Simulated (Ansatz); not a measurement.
Band structure of TaN (Fm-3m, 2 atoms in the cell).

```
TaN
1.0
    0.00000     2.22260     2.22260
    2.22260     0.00000     2.22260
    2.22260     2.22260     0.00000
Ta N
1 1
Direct
  0.50000   0.50000   0.50000
  0.00000   0.00000   0.00000
```

Method: PBE, PAW files (plane waves; Ansatz, a first-principles code).

Settings: kpoints.mp_grid.grid = 9 9 9; hamiltonian.xc = pbe; hamiltonian.pseudopotentials = {kind: paw} (an earlier, softer set of the program's PAW files); scf.occupations.method = cold; scf.occupations.width = 0.0073 Ry; kpoints.band_path.npoints = 6.

The starting cell comes from a database of computed structures (which also holds hypothetical and non-ambient phases and stackings), without a prior relaxation at this level. Its lattice was rescaled by a random factor within 2.5 % of one. Spin-orbit coupling is off. Spin polarisation is off.

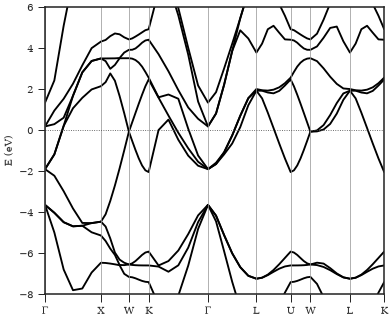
Fig. 1. Bands along the path, energies from the Fermi level.

Levels in eV from the Fermi level, bands 6 to 13:
| point | 6 | 7 | 8 | 9 | 10 | 11 | 12 | 13 |
|---|---|---|---|---|---|---|---|---|
| Γ | -3.64 | -3.64 | -3.64 | -1.90 | -1.90 | -1.90 | 0.18 | 0.18 |
| X | -6.46 | -5.13 | -4.46 | -4.46 | 2.15 | 3.50 | 3.50 | 4.32 |
| W | -7.15 | -6.54 | -6.54 | -0.07 | -0.07 | 3.51 | 3.92 | 4.43 |
| K | -7.40 | -6.59 | -5.92 | -2.04 | 2.47 | 2.56 | 4.41 | 4.92 |
| L | -10.00 | -7.24 | -7.24 | 1.93 | 1.93 | 2.01 | 3.78 | 7.32 |
| U | -7.40 | -6.59 | -5.92 | -2.04 | 2.47 | 2.56 | 4.41 | 4.92 |

Bands cross the Fermi level along this path, so the cell is metallic at this level.

Keys are those of Ansatz 0.2.
